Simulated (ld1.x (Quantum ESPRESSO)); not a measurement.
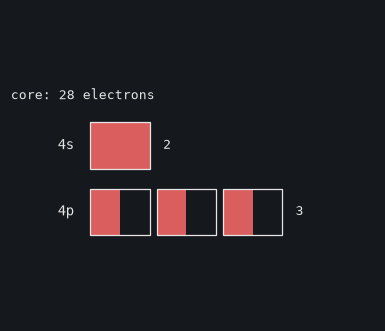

The valence shells of the reference configuration: a box for each of the 2l + 1 orbitals, shaded by the share of the shell that is filled, with the electron count at the right.

Pseudopotential generation: As (part 1 of 2)

Arsenic (As, Z = 33), core [Ar] 3d10, reference valence 4s2 4p3, valence charge 5. Computed at this level: TM semilocal potential, PBEsol, scalar-relativistic, made with ld1.x (Quantum ESPRESSO) 7.5.

Input:
```
 &input
   title='As', zed=33., rel=1, dft='PBESOL', iswitch=3,
   config='[Ar] 3d10 4s2 4p3',
   nld=2, rlderiv=2.70, eminld=-3.0, emaxld=5.0, deld=0.02
 /
 &inputp
   pseudotype=1, tm=.true., lloc=1,
   nlcc=.true., new_core_ps=.true., rcore=0.90,
   file_pseudopw='As.pp', file_wfcaegen='ae.wfc', file_wfcncgen='nc.wfc'
 /
2
4S  1  0   2.00   0.00  1.65  1.65  0.0
4P  2  1   3.00   0.00  2.48  2.48  0.0
 &test
   configts(1)='4s2 4p3'
 /
```

Input of the test run:
```
 &input
   title='As', zed=33., rel=1, dft='PBESOL', iswitch=2,
   config='[Ar] 3d10 4s2 4p3'
 /
 &test
   file_pseudo='As.pp', nconf=8,
   configts(1)='4s2 4p3',
   configts(2)='4s2 4p2',
   configts(3)='4s2 4p1',
   configts(4)='4s2 4p0',
   configts(5)='4s2 4p3.3',
   configts(6)='4s1 4p0',
   configts(7)='4s1 4p4',
   configts(8)='4s0 4p5'
 /
```

Command:
```bash
ld1.x < As.in > As.out
```

Log:
```
     Program LD1 v.7.5
     --------------------------- All-electron run ----------------------------

     As
     scalar relativistic calculation

     atomic number is 33.00
     dft =PBESOL   lsd =0 sic =0 latt =0  beta=0.20 tr2=1.0E-14
     Exchange-correlation= PBESOL
                           (   1   4  10   8   0   0   0)
     mesh =1209 r(mesh) =  99.83237 a.u. xmin = -7.00 dx = 0.01250
     1 Ry =  13.60569312 eV, c = 137.03599908

     n l     nl                  e(Ry)          e(Ha)          e(eV)
     1 0     1S 1( 2.00)      -860.6729      -430.3364    -11710.0509
     2 0     2S 1( 2.00)      -109.1867       -54.5933     -1485.5603
     2 1     2P 1( 6.00)       -95.7684       -47.8842     -1302.9950
     3 0     3S 1( 2.00)       -13.9578        -6.9789      -189.9058
     3 1     3P 1( 6.00)        -9.8096        -4.9048      -133.4666
     3 2     3D 1(10.00)        -2.9872        -1.4936       -40.6427
     4 0     4S 1( 2.00)        -1.0659        -0.5330       -14.5029
     4 1     4P 1( 3.00)        -0.3819        -0.1910        -5.1963

     final scf error:  1.5E-15 reached in  40 iterations

     Etot =   -4518.415180 Ry,   -2259.207590 Ha,  -61476.170341 eV

     Ekin =    4604.970496 Ry,    2302.485248 Ha,   62653.815405 eV
     Encl =  -10894.717877 Ry,   -5447.358938 Ha, -148230.188093 eV
     Eh   =    1935.294932 Ry,     967.647466 Ha,   26331.028953 eV
     Exc  =    -163.962731 Ry,     -81.981366 Ha,   -2230.826606 eV

     normalization and overlap integrals

     s(1S/1S) =  1.000000  <r> =   0.0455  <r2> =    0.0028  r(max) =   0.0299
     s(2S/2S) =  1.000000  <r> =   0.2029  <r2> =    0.0485  r(max) =   0.1701
     s(2P/2P) =  1.000000  <r> =   0.1773  <r2> =    0.0385  r(max) =   0.1358
     s(3S/3S) =  1.000000  <r> =   0.5988  <r2> =    0.4133  r(max) =   0.5239
     s(3P/3P) =  1.000000  <r> =   0.6175  <r2> =    0.4483  r(max) =   0.5239
     s(3D/3D) =  1.000000  <r> =   0.6785  <r2> =    0.5828  r(max) =   0.4740
     s(4S/4S) =  1.000000  <r> =   1.9385  <r2> =    4.3334  r(max) =   1.6136
     s(4P/4P) =  1.000000  <r> =   2.5462  <r2> =    7.6984  r(max) =   1.9709

     ------------------------ End of All-electron run ------------------------

     --------------------- Generating NC pseudopotential ---------------------

      Generating local pot.: lloc=1, matching radius rcloc =   2.4800

      Computing core charge for nlcc:

       r > 0.91 : true rho core
      Core charge pseudized with two Bessel functions
      Integrated core pseudo-charge :  18.47

      Wfc   4S  rcut= 1.654  Using Troullier-Martins method

     ------------------- End of pseudopotential generation -------------------

     --------------------------- All-electron run ----------------------------

     As
     scalar relativistic calculation

     atomic number is 33.00
     dft =PBESOL   lsd =0 sic =0 latt =0  beta=0.20 tr2=1.0E-14
     Exchange-correlation= PBESOL
                           (   1   4  10   8   0   0   0)
     mesh =1209 r(mesh) =  99.83237 a.u. xmin = -7.00 dx = 0.01250
     1 Ry =  13.60569312 eV, c = 137.03599908

     n l     nl                  e(Ry)          e(Ha)          e(eV)
     1 0     1S 1( 2.00)      -860.6729      -430.3364    -11710.0509
     2 0     2S 1( 2.00)      -109.1867       -54.5933     -1485.5603
     2 1     2P 1( 6.00)       -95.7684       -47.8842     -1302.9950
     3 0     3S 1( 2.00)       -13.9578        -6.9789      -189.9058
     3 1     3P 1( 6.00)        -9.8096        -4.9048      -133.4666
     3 2     3D 1(10.00)        -2.9872        -1.4936       -40.6427
     4 0     4S 1( 2.00)        -1.0659        -0.5330       -14.5029
     4 1     4P 1( 3.00)        -0.3819        -0.1910        -5.1963

     final scf error:  1.5E-15 reached in  40 iterations

     Etot =   -4518.415180 Ry,   -2259.207590 Ha,  -61476.170341 eV

     Ekin =    4604.970496 Ry,    2302.485248 Ha,   62653.815405 eV
     Encl =  -10894.717877 Ry,   -5447.358938 Ha, -148230.188093 eV
     Eh   =    1935.294932 Ry,     967.647466 Ha,   26331.028953 eV
     Exc  =    -163.962731 Ry,     -81.981366 Ha,   -2230.826606 eV

     normalization and overlap integrals

     s(1S/1S) =  1.000000  <r> =   0.0455  <r2> =    0.0028  r(max) =   0.0299
     s(2S/2S) =  1.000000  <r> =   0.2029  <r2> =    0.0485  r(max) =   0.1701
     s(2P/2P) =  1.000000  <r> =   0.1773  <r2> =    0.0385  r(max) =   0.1358
     s(3S/3S) =  1.000000  <r> =   0.5988  <r2> =    0.4133  r(max) =   0.5239
     s(3P/3P) =  1.000000  <r> =   0.6175  <r2> =    0.4483  r(max) =   0.5239
     s(3D/3D) =  1.000000  <r> =   0.6785  <r2> =    0.5828  r(max) =   0.4740
     s(4S/4S) =  1.000000  <r> =   1.9385  <r2> =    4.3334  r(max) =   1.6136
     s(4P/4P) =  1.000000  <r> =   2.5462  <r2> =    7.6984  r(max) =   1.9709

     ------------------------ End of All-electron run ------------------------

     Computing logarithmic derivative in   2.71085
     Computing logarithmic derivative in   2.71085
     Computing the partial wave expansion
     R is outside the sphere for l=    0 j= 0.00
       no projector for channel:   1

     ---------------------- Testing the pseudopotential ----------------------

     As
     scalar relativistic calculation

     atomic number is 33.00   valence charge is  5.00
     dft =PBESOL   lsd =0 sic =0 latt =0  beta=0.20 tr2=1.0E-14
     mesh =1209 r(mesh) =  99.83237 xmin = -7.00 dx = 0.01250

     n l     nl             e AE (Ry)        e PS (Ry)    De AE-PS (Ry)
     1 0     4S   1( 2.00)       -1.06594       -1.06595        0.00001
     2 1     4P   1( 3.00)       -0.38192       -0.38192        0.00000

     eps = 4.4E-15  iter =  9

     Etot =   -4518.415180 Ry,   -2259.207590 Ha,  -61476.170341 eV
     Etotps =   -63.693052 Ry,     -31.846526 Ha,    -866.588119 eV

     Ekin =       4.121856 Ry,       2.060928 Ha,      56.080707 eV
     Encl =     -22.893366 Ry,     -11.446683 Ha,    -311.480109 eV
     Ehrt =       9.867260 Ry,       4.933630 Ha,     134.250916 eV
     Ecxc =     -54.807700 Ry,     -27.403850 Ha,    -745.696744 eV
     (Ecc =     -51.210386 Ry,     -25.605193 Ha,    -696.752790 eV)
     Epseu=       0.018897 Ry,       0.009449 Ha,       0.257111 eV

     ---------------------- End of pseudopotential test ----------------------
```

Output of the test run (extracts):
```
     ---------------------- Testing the pseudopotential ----------------------

     As
     scalar relativistic calculation

     atomic number is 33.00   valence charge is  5.00
     dft =PBESOL   lsd =0 sic =0 latt =0  beta=0.20 tr2=1.0E-14
     mesh =1209 r(mesh) =  99.83237 xmin = -7.00 dx = 0.01250

     n l     nl             e AE (Ry)        e PS (Ry)    De AE-PS (Ry)
     1 0     4S   1( 2.00)       -1.06594       -1.06595        0.00001
     2 1     4P   1( 3.00)       -0.38192       -0.38192        0.00000

     eps = 7.3E-15  iter = 17

     Etot =   -4518.415180 Ry,   -2259.207590 Ha,  -61476.170341 eV
     Etotps =   -63.693052 Ry,     -31.846526 Ha,    -866.588126 eV

     Ekin =       4.121855 Ry,       2.060928 Ha,      56.080699 eV
     Encl =     -22.893366 Ry,     -11.446683 Ha,    -311.480107 eV
     Ehrt =       9.867260 Ry,       4.933630 Ha,     134.250914 eV
     Ecxc =     -54.807700 Ry,     -27.403850 Ha,    -745.696743 eV
     (Ecc =     -51.210386 Ry,     -25.605193 Ha,    -696.752790 eV)
     Epseu=       0.018897 Ry,       0.009449 Ha,       0.257111 eV

     ---------------------- End of pseudopotential test ----------------------

     ---------------------- Testing the pseudopotential ----------------------

     As
     scalar relativistic calculation

     atomic number is 33.00   valence charge is  5.00
     dft =PBESOL   lsd =0 sic =0 latt =0  beta=0.20 tr2=1.0E-14
     mesh =1209 r(mesh) =  99.83237 xmin = -7.00 dx = 0.01250

     n l     nl             e AE (Ry)        e PS (Ry)    De AE-PS (Ry)
     1 0     4S   1( 2.00)       -1.71853       -1.71908        0.00055
     2 1     4P   1( 2.00)       -0.98166       -0.98207        0.00040

     eps = 6.2E-15  iter = 12

     Etot =   -4517.742078 Ry,   -2258.871039 Ha,  -61467.012316 eV
     Etotps =   -63.019763 Ry,     -31.509882 Ha,    -857.427563 eV
     dEtot_ae =       0.673102 Ry
     dEtot_ps =       0.673289 Ry,   Delta E=      -0.000187 Ry

     Ekin =       3.660290 Ry,       1.830145 Ha,      49.800779 eV
     Encl =     -19.336318 Ry,      -9.668159 Ha,    -263.084007 eV
     Ehrt =       6.917953 Ry,       3.458976 Ha,      94.123543 eV
     Ecxc =     -54.289828 Ry,     -27.144914 Ha,    -738.650745 eV
     (Ecc =     -51.210386 Ry,     -25.605193 Ha,    -696.752790 eV)
     Epseu=       0.028140 Ry,       0.014070 Ha,       0.382868 eV

     ---------------------- End of pseudopotential test ----------------------

     ---------------------- Testing the pseudopotential ----------------------

     As
     scalar relativistic calculation

     atomic number is 33.00   valence charge is  5.00
     dft =PBESOL   lsd =0 sic =0 latt =0  beta=0.20 tr2=1.0E-14
     mesh =1209 r(mesh) =  99.83237 xmin = -7.00 dx = 0.01250

     n l     nl             e AE (Ry)        e PS (Ry)    De AE-PS (Ry)
     1 0     4S   1( 2.00)       -2.46148       -2.46548        0.00400
     2 1     4P   1( 1.00)       -1.66813       -1.67171        0.00358

     eps = 2.1E-15  iter =  9

     Etot =   -4516.423421 Ry,   -2258.211711 Ha,  -61449.071082 eV
     Etotps =   -61.699290 Ry,     -30.849645 Ha,    -839.461608 eV
     dEtot_ae =       1.991759 Ry
     dEtot_ps =       1.993762 Ry,   Delta E=      -0.002004 Ry

     Ekin =       2.886171 Ry,       1.443085 Ha,      39.268352 eV
     Encl =     -15.191340 Ry,      -7.595670 Ha,    -206.688706 eV
     Ehrt =       4.232481 Ry,       2.116241 Ha,      57.585842 eV
     Ecxc =     -53.672365 Ry,     -26.836182 Ha,    -730.249725 eV
     (Ecc =     -51.210386 Ry,     -25.605193 Ha,    -696.752790 eV)
     Epseu=       0.045762 Ry,       0.022881 Ha,       0.622630 eV

     ---------------------- End of pseudopotential test ----------------------

     ---------------------- Testing the pseudopotential ----------------------

     As
     scalar relativistic calculation

     atomic number is 33.00   valence charge is  5.00
     dft =PBESOL   lsd =0 sic =0 latt =0  beta=0.20 tr2=1.0E-14
     mesh =1209 r(mesh) =  99.83237 xmin = -7.00 dx = 0.01250

     n l     nl             e AE (Ry)        e PS (Ry)    De AE-PS (Ry)
     1 0     4S   1( 2.00)       -3.26783       -3.28199        0.01415  !
     2 1     4P   1( 0.00)       -2.41608       -2.42988        0.01380  !

     eps = 9.7E-15  iter =  6

     Etot =   -4514.385827 Ry,   -2257.192914 Ha,  -61421.348207 eV
     Etotps =   -59.653562 Ry,     -29.826781 Ha,    -811.628063 eV
     dEtot_ae =       4.029353 Ry
     dEtot_ps =       4.039490 Ry,   Delta E=      -0.010138 Ry

     Ekin =       1.793870 Ry,       0.896935 Ha,      24.406850 eV
     Encl =     -10.602655 Ry,      -5.301327 Ha,    -144.256469 eV
     Ehrt =       2.066133 Ry,       1.033066 Ha,      28.111169 eV
     Ecxc =     -52.986327 Ry,     -26.493164 Ha,    -720.915710 eV
     (Ecc =     -51.210386 Ry,     -25.605193 Ha,    -696.752790 eV)
     Epseu=       0.075417 Ry,       0.037708 Ha,       1.026097 eV

     ---------------------- End of pseudopotential test ----------------------

     ---------------------- Testing the pseudopotential ----------------------

     As
     scalar relativistic calculation

     atomic number is 33.00   valence charge is  5.00
     dft =PBESOL   lsd =0 sic =0 latt =0  beta=0.20 tr2=1.0E-14
     mesh =1209 r(mesh) =  99.83237 xmin = -7.00 dx = 0.01250

     n l     nl             e AE (Ry)        e PS (Ry)    De AE-PS (Ry)
     1 0     4S   1( 2.00)       -0.89443       -0.89448        0.00005
     2 1     4P   1( 3.30)       -0.22477       -0.22482        0.00004

     eps = 7.6E-16  iter = 18

     Etot =   -4518.505858 Ry,   -2259.252929 Ha,  -61477.404082 eV
     Etotps =   -63.783746 Ry,     -31.891873 Ha,    -867.822079 eV
     dEtot_ae =      -0.090678 Ry
     dEtot_ps =      -0.090694 Ry,   Delta E=       0.000016 Ry

     Ekin =       4.198790 Ry,       2.099395 Ha,      57.127446 eV
     Encl =     -23.808243 Ry,     -11.904122 Ha,    -323.927653 eV
     Ehrt =      10.744334 Ry,       5.372167 Ha,     146.184116 eV
     Ecxc =     -54.936050 Ry,     -27.468025 Ha,    -747.443038 eV
     (Ecc =     -51.210386 Ry,     -25.605193 Ha,    -696.752790 eV)
     Epseu=       0.017423 Ry,       0.008711 Ha,       0.237051 eV

     ---------------------- End of pseudopotential test ----------------------

     ---------------------- Testing the pseudopotential ----------------------

     As
     scalar relativistic calculation

     atomic number is 33.00   valence charge is  5.00
     dft =PBESOL   lsd =0 sic =0 latt =0  beta=0.20 tr2=1.0E-14
     mesh =1209 r(mesh) =  99.83237 xmin = -7.00 dx = 0.01250

     n l     nl             e AE (Ry)        e PS (Ry)    De AE-PS (Ry)
     1 0     4S   1( 1.00)       -4.18019       -4.21449        0.03430  !
     2 1     4P   1( 0.00)       -3.26429       -3.30059        0.03630  !

     eps = 2.1E-15  iter =  5

     Etot =   -4510.664663 Ry,   -2255.332331 Ha,  -61370.719182 eV
     Etotps =   -55.908773 Ry,     -27.954387 Ha,    -760.677611 eV
     dEtot_ae =       7.750517 Ry
     dEtot_ps =       7.784279 Ry,   Delta E=      -0.033762 Ry

     Ekin =       0.979804 Ry,       0.489902 Ha,      13.330912 eV
     Encl =      -5.385452 Ry,      -2.692726 Ha,     -73.272805 eV
     Ehrt =       0.538231 Ry,       0.269115 Ha,       7.323002 eV
     Ecxc =     -52.108058 Ry,     -26.054029 Ha,    -708.966246 eV
     (Ecc =     -51.210386 Ry,     -25.605193 Ha,    -696.752790 eV)
     Epseu=       0.066702 Ry,       0.033351 Ha,       0.907525 eV

     ---------------------- End of pseudopotential test ----------------------
```

(Continued in part 2.) Outcome of the run: generated.
